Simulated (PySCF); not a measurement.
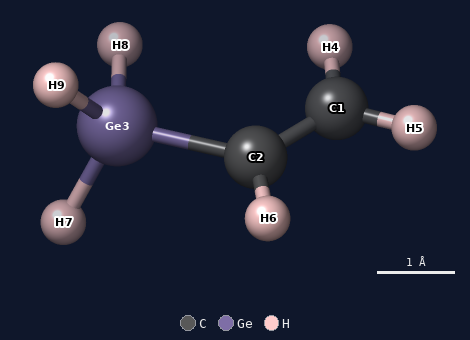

**Figure 1.** The structure as given in the input (ball-and-stick view, seen at a tilt; atoms are numbered from 1 in the order of the input). Sticks mark near contacts. Bond lengths as drawn: C–C 1.34 Å, C–Ge 1.94 Å, C–H 1.10 Å and Ge–H 1.54 Å.

**What a change does: excited-state calculation on C2H6Ge**

System: C2H6Ge.
Method of run A: TDDFT B3LYP/def2-SVPD, vertical, gas phase, core orbitals frozen in the response (PySCF 2.14.0).

The geometry comes from this level: PBE0-D3(BJ)/def2-SVP. Text and figures count atoms from 1; the logs count them from 0 in places.

The input, run A:
```
{"job": {"kind": "uv", "xc": "B3LYP", "basis": "def2-SVPD", "ip": true}, "charge": 0, "multiplicity": 1}
C      1.544706     0.004209    -0.349948
C      0.564702     0.039445     0.557059
Ge    -1.318057    -0.018450     0.095011
H      1.340615    -0.059767    -1.424824
H      2.601162     0.036608    -0.060810
H      0.832982     0.097524     1.619507
H     -2.016146    -1.177985     0.832493
H     -1.445939    -0.222346    -1.425966
H     -2.020653     1.294177     0.495371
```

The first line tells a small driver script what to run in PySCF; the rest is the geometry in Å.

Launched with:
```bash
OMP_NUM_THREADS=1 python <driver script> task.json out
```

Hardware: 1 CPU thread, shared host.

Output (run A):
```
coarse grid: 32608 points
cycle   1  E = -2156.4846874851  dE = -5.906e-01  |g| = 4.849e-01  |ddm| = 3.754e+00
cycle   2  E = -2156.4645992251  dE =  2.009e-02  |g| = 5.790e-01  |ddm| = 1.314e+00
cycle   3  E = -2156.5208383613  dE = -5.624e-02  |g| = 3.266e-02  |ddm| = 8.413e-01
cycle   4  E = -2156.5210365661  dE = -1.982e-04  |g| = 2.341e-02  |ddm| = 6.770e-02
cycle   5  E = -2156.5211625110  dE = -1.259e-04  |g| = 6.933e-03  |ddm| = 2.861e-02
cycle   6  E = -2156.5211767192  dE = -1.421e-05  |g| = 1.328e-03  |ddm| = 8.915e-03
cycle   7  E = -2156.5211771237  dE = -4.045e-07  |g| = 1.118e-04  |ddm| = 2.183e-03
final grid: 67688 points
cycle   8  E = -2156.5211651648  dE = -1.692e-08  |g| = 1.077e-04  |ddm| = 5.311e-03
cycle   9  E = -2156.5211651646  dE =  1.851e-10  |g| = 1.333e-04  |ddm| = 4.285e-04
cycle  10  E = -2156.5211651671  dE = -2.492e-09  |g| = 1.394e-05  |ddm| = 1.817e-04
cycle  11  E = -2156.5211651671  dE = -3.274e-11  |g| = 7.564e-06  |ddm| = 2.779e-05
converged SCF energy = -2156.5211651671

Static polarisability (au): isotropic 58.565, principal 47.612 54.046 74.038

Singlet excitations
state   eV       nm        f      main configurations
  1   6.6423    186.7   0.00195   H-1->L 0.97
  2   6.9840    177.5   0.00321   H->L+1 0.93
  3   7.1034    174.5   0.36821   H->L 0.90
  4   7.4300    166.9   0.02206   H->L+2 0.92
  5   7.6491    162.1   0.00152   H-2->L 0.95
  6   7.7391    160.2   0.00790   H->L+3 0.93
  7   7.9227    156.5   0.00883   H-1->L+1 0.91
  8   8.1193    152.7   0.03503   H->L+4 0.64, H-3->L 0.27
  9   8.1802    151.6   0.00982   H->L+5 0.76, H->L+6 0.15
 10   8.2076    151.1   0.03942   H->L+6 0.34, H-3->L 0.33, H-1->L+2 0.17

Triplet excitations (Tamm-Dancoff, eV): 4.3266 6.1059 6.8388 7.2154
Vertical ionisation energy (delta-SCF) = 10.0541 eV
```

For run B the input was changed thus:
```diff
-"xc": "B3LYP"
+"xc": "PBE0"
```

Predict how the results change.

The total energies belong to different methods, so their difference says nothing on which is more stable or more accurate. The HOMO goes from −7.69 to −7.92 eV. The LUMO goes from −0.60 to −0.37 eV. The lowest excitation goes from 6.64 to 6.71 eV. The strongest computed line goes from 7.10 to 7.21 eV. The functional changes from B3LYP to PBE0. The number of SCF iterations is the same.

Output (run B):
```
coarse grid: 32608 points
cycle   1  E = -2156.0773349164  dE = -5.980e-01  |g| = 4.207e-01  |ddm| = 3.602e+00
cycle   2  E = -2156.0688372855  dE =  8.498e-03  |g| = 4.710e-01  |ddm| = 1.024e+00
cycle   3  E = -2156.1048057375  dE = -3.597e-02  |g| = 2.153e-02  |ddm| = 6.291e-01
cycle   4  E = -2156.1048554256  dE = -4.969e-05  |g| = 1.923e-02  |ddm| = 5.159e-02
cycle   5  E = -2156.1049472766  dE = -9.185e-05  |g| = 4.116e-03  |ddm| = 2.289e-02
cycle   6  E = -2156.1049524713  dE = -5.195e-06  |g| = 8.497e-04  |ddm| = 5.936e-03
final grid: 67688 points
cycle   7  E = -2156.1049505262  dE =  5.124e-08  |g| = 9.992e-04  |ddm| = 6.048e-03
cycle   8  E = -2156.1049503078  dE =  2.184e-07  |g| = 1.345e-03  |ddm| = 2.775e-03
cycle   9  E = -2156.1049507442  dE = -4.364e-07  |g| = 2.178e-04  |ddm| = 1.649e-03
cycle  10  E = -2156.1049507562  dE = -1.196e-08  |g| = 8.232e-06  |ddm| = 2.223e-04
cycle  11  E = -2156.1049507562  dE = -2.137e-11  |g| = 3.219e-06  |ddm| = 2.092e-05
converged SCF energy = -2156.1049507562

Static polarisability (au): isotropic 57.997, principal 47.232 53.489 73.270

Singlet excitations
state   eV       nm        f      main configurations
  1   6.7051    184.9   0.00187   H-1->L 0.97
  2   7.2057    172.1   0.36022   H->L 0.86
  3   7.2404    171.2   0.02985   H->L+1 0.83
  4   7.7032    161.0   0.02283   H->L+2 0.88, H->L+1 0.09
  5   7.8186    158.6   0.00126   H-2->L 0.96
  6   7.9656    155.6   0.00794   H->L+3 0.94
  7   8.1513    152.1   0.00139   H-1->L+1 0.87
  8   8.3361    148.7   0.04351   H->L+4 0.48, H-3->L 0.41, H-1->L+1 0.09
  9   8.4006    147.6   0.03562   H->L+4 0.38, H-3->L 0.36, H-1->L+2 0.21
 10   8.4640    146.5   0.01434   H->L+5 0.73, H->L+6 0.24

Triplet excitations (Tamm-Dancoff, eV): 4.2335 6.1062 7.0515 7.4229
Vertical ionisation energy (delta-SCF) = 10.0437 eV
```

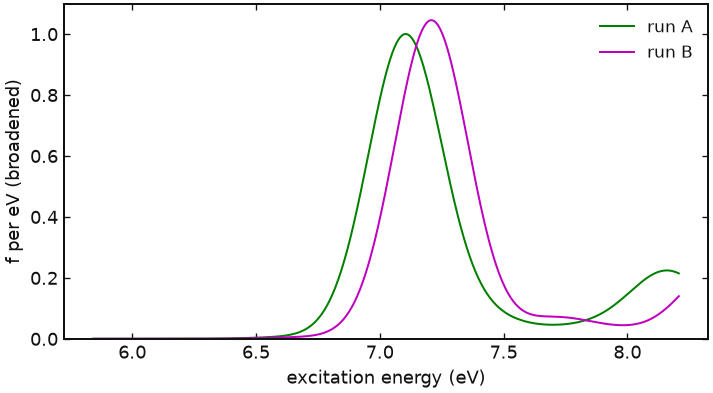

**Figure 2.** Absorption of the two runs from their computed states, each broadened by a Gaussian of 0.35 eV full width; the range ends where the shorter list of states ends.

The two runs side by side:

```tsv
quantity	run A	run B
outcome	converged	converged
total energy (hartree)	−2156.521165	−2156.104951
HOMO (eV)	−7.69	−7.92
LUMO (eV)	−0.60	−0.37
dipole moment (D)	0.59	0.58
lowest excitation (eV)	6.64	6.71
SCF iterations	11	11
strongest computed line (eV)	7.10	7.21
basis functions	126	126
wall time (shared host)	29 s	28 s
```

For both runs: Spin–orbit coupling is left out, which matters for the heavy atoms.
